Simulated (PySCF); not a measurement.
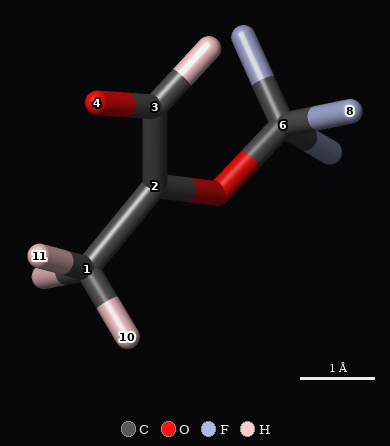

Figure 1. The structure as given in the input (stick view, seen at a tilt; atoms are numbered from 1 in the order of the input). Bond lengths as drawn: C–C 1.42 to 1.47 Å, C–F 1.33 to 1.34 Å, C–H 1.09 to 1.10 Å and C–O 1.23 to 1.38 Å.

EPR calculation of C₄H₄F₃O₂

System: C₄H₄F₃O₂, multiplicity 2.
Method: UKS B3LYP, pcH-1 on C F H O, non-relativistic, mean-field spin-orbit, GIAO (PySCF 2.14.0).

It belongs to a series of runs on one base structure; here: H removed from sp3 C.

### Log
```
UKS, coarse grid
  cycle   1  E = -604.45212258  |g| = 9.82e-01
  cycle   2  E = -602.55131772  |g| = 2.26e+00
  cycle   3  E = -604.65747027  |g| = 5.72e-01
  cycle   4  E = -604.79358628  |g| = 7.80e-02
  cycle   5  E = -604.79595440  |g| = 4.23e-02
  cycle   6  E = -604.79677515  |g| = 2.34e-02
  cycle   7  E = -604.79705496  |g| = 9.66e-03
  cycle   8  E = -604.79713249  |g| = 4.96e-03
  cycle   9  E = -604.79714709  |g| = 1.69e-03
  cycle  10  E = -604.79714853  |g| = 7.30e-04
UKS, final grid
  cycle   1  E = -604.79716307  |g| = 8.25e-04
  cycle   2  E = -604.79716287  |g| = 1.19e-03
  cycle   3  E = -604.79716342  |g| = 2.55e-04
  cycle   4  E = -604.79716345  |g| = 1.30e-04
  cycle   5  E = -604.79716347  |g| = 7.74e-05
  cycle   6  E = -604.79716348  |g| = 1.94e-05
E = -604.79716348 Eh   <S^2> = 0.7626 (exact 0.7500)
g shifts (ppm)      1          2          3
  rmc          -231       -231       -231
  gc            -16         42         46
  oz_so         232       3164       5832
  total         -15       2975       5646
hyperfine (MHz)  atom isotope    a_iso     a_fc   dipolar eigenvalues
    0   13C     -23.14     -23.14     -1.72      0.80      0.92
    1   13C      64.30      64.30    -59.96    -58.63    118.59
    2   13C     -35.95     -35.95     -8.55      1.03      7.52
    3   17O     -23.78     -23.78   -108.67     53.98     54.69
    4   17O     -11.33     -11.33    -36.13     17.20     18.93
    5   13C      -3.29      -3.29     -1.51      0.08      1.43
    6   19F      -0.37      -0.37    -10.24     -6.85     17.09
    7   19F       1.71       1.71     -9.94     -6.51     16.45
    8   19F      -2.75      -2.75     -4.25     -1.07      5.32
    9    1H      80.07      80.07     -3.98     -2.92      6.90
   10    1H       0.95       0.95     -4.24     -2.26      6.50
   11    1H      75.17      75.17     -4.02     -2.81      6.83
   12    1H      -3.16      -3.16     -5.19     -2.01      7.20
```

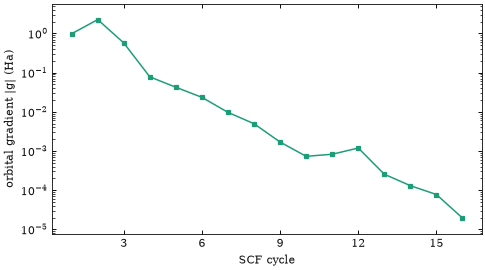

Figure 2. Convergence of the self-consistent field: orbital gradient |g| against the SCF cycle. All cycles printed in the log are drawn one after another.

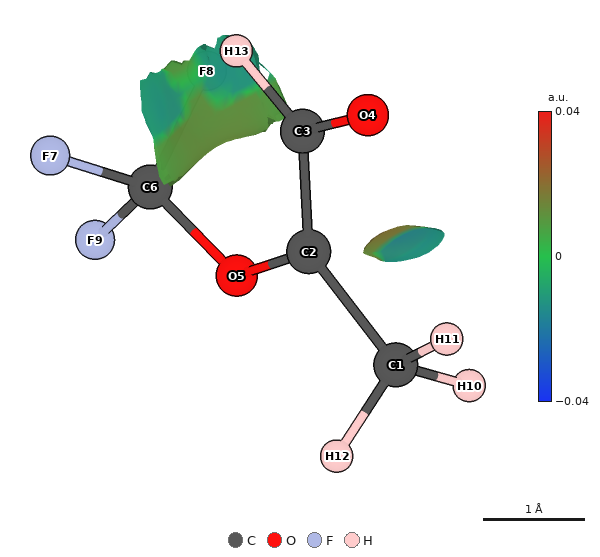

Figure 3. Non-covalent interaction (NCI) plot: the surface where the reduced density gradient is 0.5, for densities under 0.05 a.u., coloured by sign(λ₂)ρ; seen at an oblique angle.

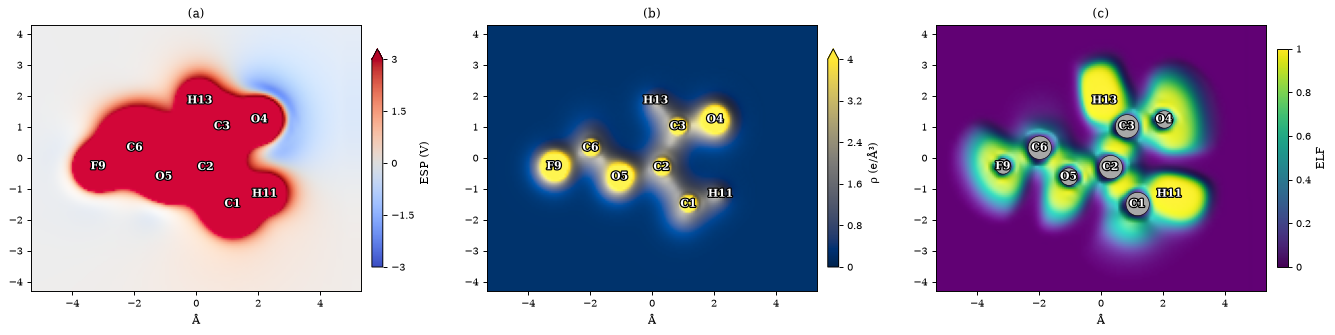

Figure 4. (a) molecular electrostatic potential; (b) electron density; (c) ELF on the plane of atoms C2, O5 and C6. Grey discs, where drawn, cover atomic cores. Atoms in the plane: C, O, F and H. C–F (1.33 Å): ρ at the midpoint is about 2.5 e/Å³; the ELF peaks at about 0.85 between the atoms (a shared but strongly polarised pair).

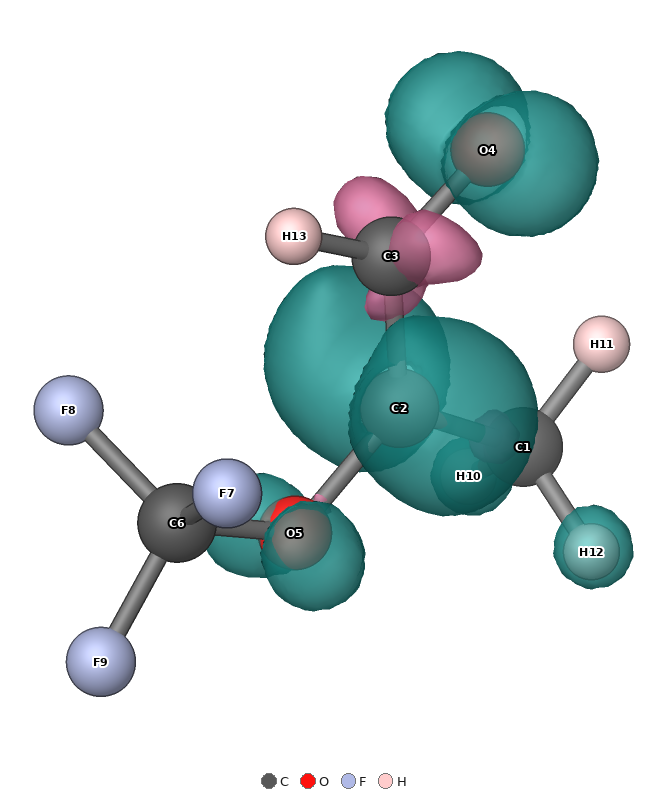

Figure 5. Isosurfaces of the spin density at +0.03 (teal) and −0.03 e/Å³ (pink), seen at an oblique angle. The unpaired spin (1 electron) lies mostly on C2 (about 0.4), O4 (about 0.3) and O5 (about 0.1), in electrons by Hirshfeld's partition.

The run was set up as follows.

### Input
```
{"job": {"kind": "epr", "basis": "pcH-1"}, "charge": 0, "multiplicity": 2}
C     -1.257794    -1.406692    -0.141958
C     -0.415594    -0.202986    -0.019338
C     -0.970497     1.099515     0.088627
O     -2.181083     1.297554     0.069399
O      0.938039    -0.484042    -0.012011
C      1.862993     0.468829     0.059490
F      1.809087     1.350682    -0.945997
F      1.816184     1.182814     1.190937
F      3.055785    -0.107614     0.011099
H     -1.083494    -2.081661     0.697409
H     -2.299671    -1.098896    -0.162252
H     -1.006782    -1.959193    -1.048371
H     -0.271562     1.942177     0.195237
```

The first line tells a small driver script what to run in PySCF; the rest is the geometry in Å.

Run as:
```bash
OMP_NUM_THREADS=1 python <driver script> task.json out
```

### Summary

```csv
quantity,value
outcome,converged
total energy,−604.797163 hartree
⟨S²⟩,0.763
isotropic g,2.0052
hardware,"1 CPU thread, shared host"
wall time,2.4 min
peak memory,1.1 GiB
```
